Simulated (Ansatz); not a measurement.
Partial pair distribution functions of a relaxed model of amorphous Ta$_{20}$Si$_{7}$N$_{23}$Cu, broadened by 0.06 Å; density 10.82 g/cm³. Method: PBE, scalar-relativistic without spin-orbit coupling (plane waves to 420 eV, PAW; Ansatz, a program for electronic structure).

Preparation: random packing, a CHGNet melt and quench, and a DFT relaxation. N atoms were pushed apart under 1.9 Å during the dynamics, to hinder bonds among them. The hot cell started wider than the set density and was brought back towards it in steps. It is the lowest in DFT energy of 2 quenches. It is a model cell: composition and starting density were chosen by hand, and all elements were melted together. No dispersion term was used. Its density started from a set value of 12.41 and ended at 10.82 g/cm³. Cooling (nominally 320 K/ps over its main leg) ran many orders faster than in experiment, which tends to leave more defects and strain. Values belong to this one cell and scatter from quench to quench. The volume was free in the relaxation, at fixed shape. Stress components on the final sampling reach 3.0 GPa. On a 2×2×2 Γ-centred mesh force components of up to 0.38 eV/Å stay, since the relaxation ran on one k-point at (1/4, 1/4, 1/4).

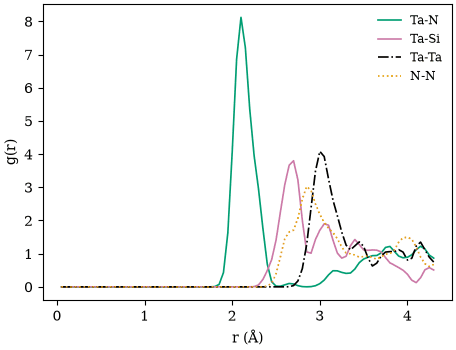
Figure. Partial pair distribution functions

Highest peaks under 4.5 Å: Ta-N near 2.10 Å, Ta-Si near 2.70 Å, Ta-Ta near 3.00 Å, N-N near 2.85 Å; pairs of few atoms are noisy.

Within 2.52 Å each Ta has 4.45 N neighbours on average.
